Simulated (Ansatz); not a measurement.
Take TeO₂ in the fluorite structure (space group Fm-3m, No. 225; a = 5.324 Å; a hypothetical phase, not in the database extracts checked) as the base.

Now apply this change: 0.0754 electrons added to each cell, a density of 2.0×10^21 cm⁻³, with a uniform compensating background at fixed cell and a 300 K Fermi–Dirac width.

Method: PBEsol (Ansatz, a quantum-chemistry and plane-wave program), no SOC.

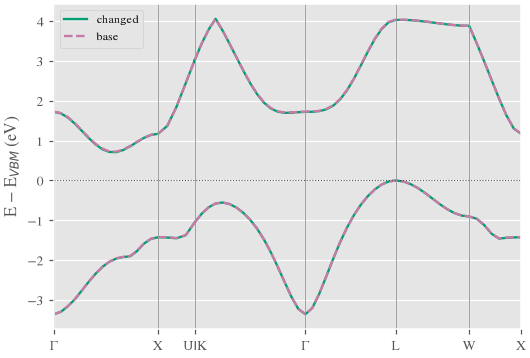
Fig. 1. Highest valence and lowest conduction band along the path, each from its own valence-band maximum

Task: From the figure, how large is the changed gap, and is it direct?

Result: About 0.7 eV, indirect, L → Γ–X (60 % along).

Charged cell with a jellium background: band edges are those of the host's band count, energies are not comparable with the neutral cell, and many-body gap narrowing is missing. Spin-orbit coupling, missing from the scalar runs, can matter with Te. No phonon test of stability was made.
